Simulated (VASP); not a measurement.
Band structure of Ge6Si2 (ordered alloy cell). These are modified Becke-Johnson potential (mBJ), VASP's PBE PAW potentials (set 64) (plane waves; VASP) values and carry that method's errors.

mBJ is a potential without an energy functional, so only the levels count.

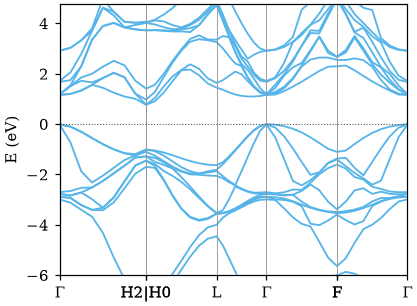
*Bands along high-symmetry lines, zero at the valence-band maximum or, without a gap, the Fermi level*

Read the plot: is there a gap, and where are the band edges?

The gap is indirect, 0.77 eV, from the valence maximum at Γ to the conduction minimum at T.

The structure was generated: Ge6Si2 was put into an ordered model structure (R-3m), which need not be its known phase. It was relaxed first. The cell's shape comes from a PBE relaxation.
